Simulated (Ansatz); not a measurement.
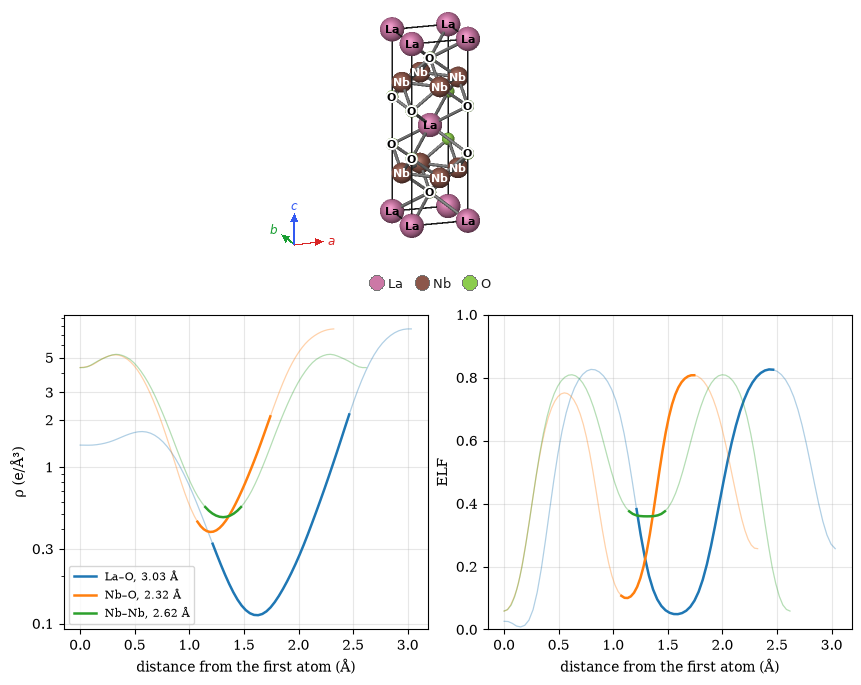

LaNb2O2. Valence pseudo-density and electron localisation function along straight lines between neighbouring atoms. Thin, pale parts lie inside the atomic spheres. The structure is drawn too.

Space group I4/mmm; a structure generated by program, which may or may not match a known phase; computed without spin polarisation.

All numbers below come from Ansatz 0.2.0, DFT PBE, scalar-relativistic, plane waves, PAW.

The density is the valence pseudo-density of a PAW calculation; it isn't the true density close to the nuclei.

```cif
data_structure
_symmetry_space_group_name_H-M 'P 1'
_symmetry_Int_Tables_number 1
_cell_length_a 3.7030
_cell_length_b 3.7030
_cell_length_c 11.7247
_cell_angle_alpha 90.000
_cell_angle_beta 90.000
_cell_angle_gamma 90.000
_cell_volume 160.77
loop_
_atom_site_label
_atom_site_type_symbol
_atom_site_fract_x
_atom_site_fract_y
_atom_site_fract_z
_atom_site_occupancy
La1 La 0.00000 0.00000 0.00000 1
La2 La 0.50000 0.50000 0.50000 1
Nb1 Nb 0.00000 0.50000 0.25000 1
Nb2 Nb 0.50000 0.00000 0.75000 1
Nb3 Nb 0.50000 0.00000 0.25000 1
Nb4 Nb 0.00000 0.50000 0.75000 1
O1 O 0.50000 0.50000 0.13048 1
O2 O 0.00000 0.00000 0.63048 1
O3 O 0.00000 0.00000 0.36952 1
O4 O 0.50000 0.50000 0.86952 1
```

**Compare the contacts.**

La–O (3.03 Å): ρ is about 0.12 e/Å³ halfway; the ELF is about 0.05 at the midpoint (no localised pair shows between them).
Nb–O (2.32 Å): ρ is about 0.39 e/Å³ halfway; the ELF is about 0.10 at the midpoint: no localised pair shows between them.
Nb–Nb (2.62 Å): ρ is about 0.48 e/Å³ halfway; the ELF is about 0.35 at the midpoint.
